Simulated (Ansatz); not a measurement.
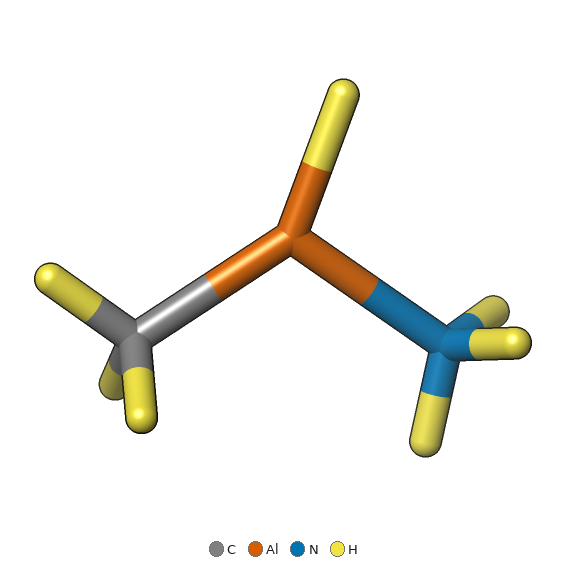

Charge +1, singlet. The geometry was computed by an optimisation with PBE0-D4/def2-TZVP. No frequency run is at hand to confirm it as a minimum. Level of theory: RKS PBE0-D4/def2-TZVP (Ansatz 0.2.0).

Computed properties:

The species is CH7AlN(+) (`[CH3][AlH][NH3+]`).
- dispersion correction: −9.1 kJ/mol
